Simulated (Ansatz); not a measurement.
CH₄B (SMILES [BH]C) (doublet)

```tsv
atom	x (Å)	y (Å)	z (Å)
C	-0.9859	0.6604	-0.4514
B	-2.2277	-0.2178	-0.1945
H	-3.4010	0.1106	-0.2027
H	-0.8675	1.2149	0.5151
H	-1.1347	1.4451	-1.2268
H	-0.0314	0.1265	-0.6302
```

Geometry: PBE-D3(BJ)/def2-SVP.

Method: isolated molecule in a Gaussian basis; Kohn-Sham density functional theory, functional PBE0 in Ansatz 0.2.0.

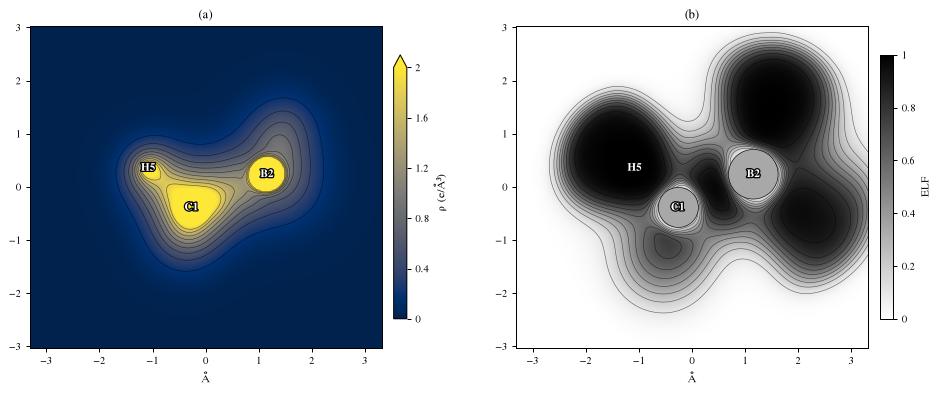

Figure 1. (a) total electron density; (b) electron localisation function on the plane of atoms B2, C1 and H5. Grey discs cover the atomic cores in the ELF map.

Question: Read the bonding off the picture.

Answer:
- The plane passes through C, B and H nuclei.
- C–B (1.54 Å): ρ is about 1.5 e/Å³ halfway; the ELF peaks at about 0.95 between the atoms (a shared electron pair).
- C–H (1.11 Å): the density is about 1.9 e/Å³ at the midpoint; the ELF climbs to about 1 towards the hydrogen, as it does in any bond to H: an ordinary covalent bond to hydrogen.
- The ELF also peaks beside B2, away from the bonds: non-bonding electrons, paired or unpaired.

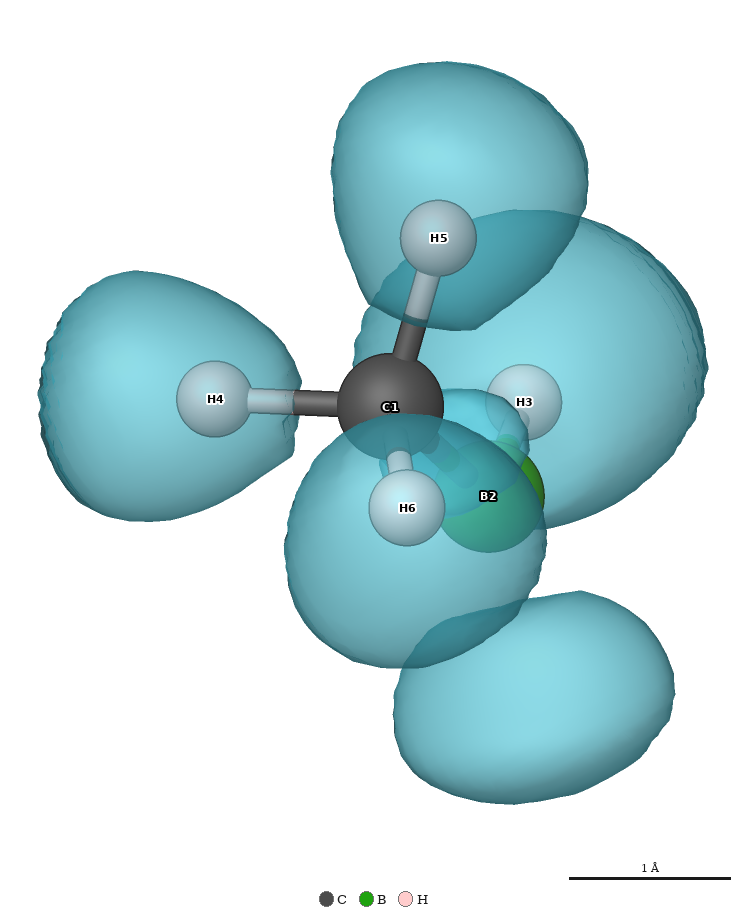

Figure 2. Isosurface of the electron localisation function at 0.9 (cyan), seen at an oblique angle. Core shells and regions of very low density are left out.

Question: What do the ELF domains correspond to?

Answer: At this value the surface marks out one region between bonded B–C atoms (shared pairs), four regions around hydrogen nuclei and one lobe on B, pointing away from the bonds (non-bonding electrons).

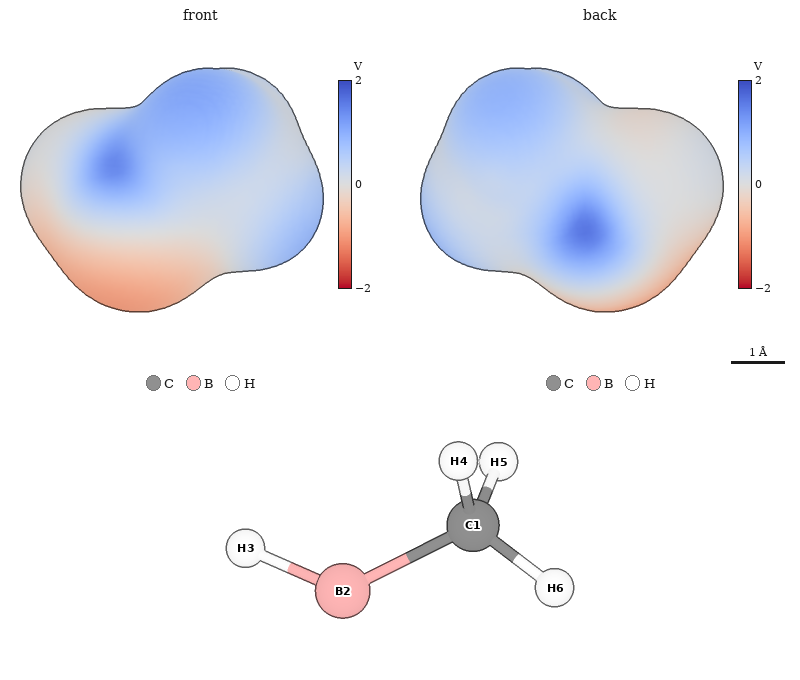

Figure 3. The electrostatic potential painted on the density surface at 0.002 e/bohr³, seen from the front and from behind; red is negative and blue positive. The bare structure is drawn below in the same view.

Question: Describe the electrostatic potential map.

Answer: The most negative region (about −0.9 V) lies over H3, the most positive (about +1.5 V) over B2.

Question: How polar is the molecule by this calculation?

Answer: Its dipole moment is 1.20 D.
